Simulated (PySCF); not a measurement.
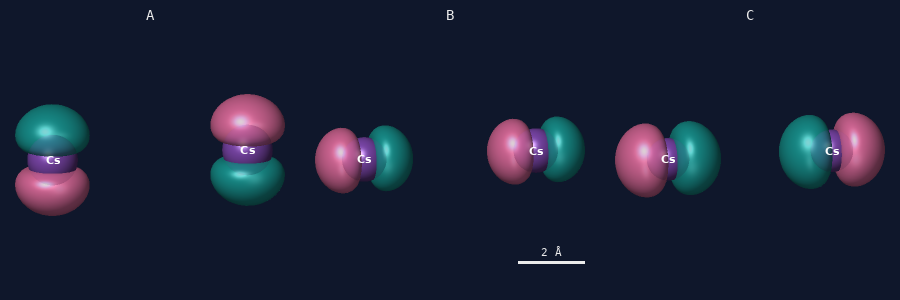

Cs2 (charge +1, doublet). Three frontier β-spin orbitals, each drawn at the value that holds 80 % of its norm (teal and pink are the two phases), in no order; of a degenerate pair one member is drawn.

Core potentials replace the inner electrons of Cs.

All numbers below come from PBE0/def2-TZVP, non-relativistic Hamiltonian with scalar-relativistic core potentials where named, at a bond length of 5.431 Å (PySCF 2.14.0).

**Name the orbitals and rank them from lowest to highest energy.**

Orbital A: πg, occupied in this spin, −18.47 eV; antibonding, with a node between the atoms.
Orbital C: σg, occupied in this spin, −18.41 eV; with no node between the nuclei.
Orbital B: σu, occupied in this spin, −18.37 eV; antibonding, with a node between the atoms.
